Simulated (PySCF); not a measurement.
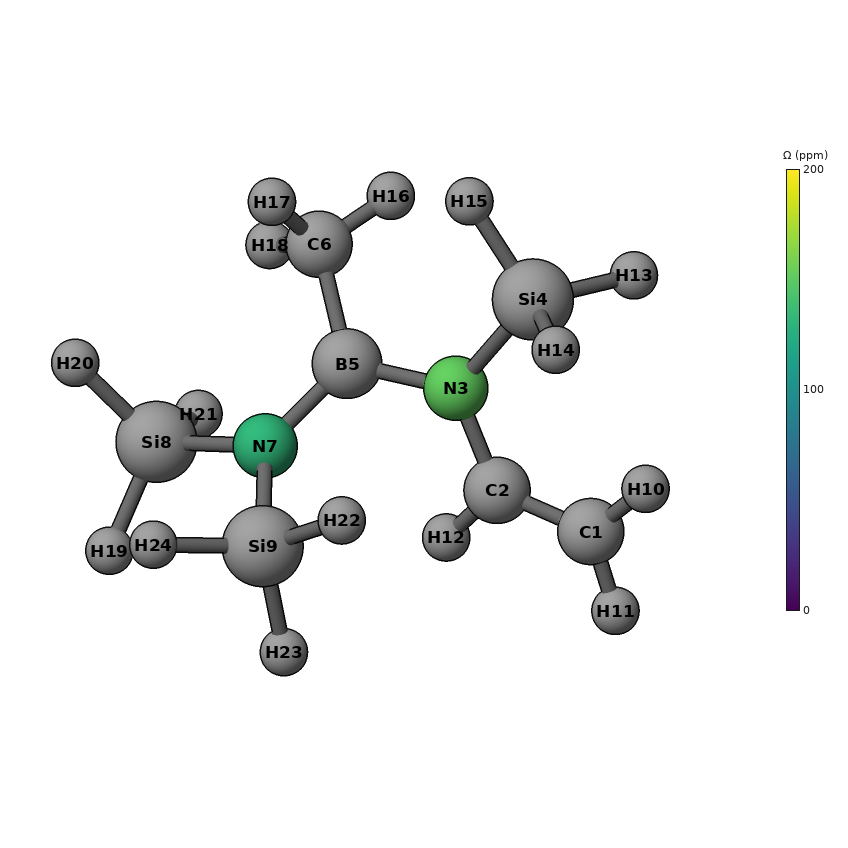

The N atoms are coloured by the span of their shielding tensor. Computed geometry: GFN2-xTB optimisation. No frequency run is at hand to confirm it as a minimum. Properties computed with GIAO PBE0/pcSseg-1 NMR shielding, non-relativistic, gas phase (PySCF 2.14.0). Principal shieldings σ11 ≤ σ22 ≤ σ33, span Ω = σ33 − σ11, skew κ = 3(σiso − σ22)/Ω.

**Which N atom has the most anisotropic shielding?**

N3, with a span of 152 ppm.

Give the shielding tensors of the N atoms.

```tsv
atom	σ11	σ22	σ33	σiso	Ω	κ
N3	62.4	155.7	214.2	144.1	151.8	−0.23
N7	131.7	233.7	263.0	209.5	131.3	−0.55
```

Shieldings and span in ppm.

The geometry is semi-empirical. Around B, Si such bond lengths and angles can be off by a tenth of an ångström or more and by several degrees, and values that hang on the shape move with them.
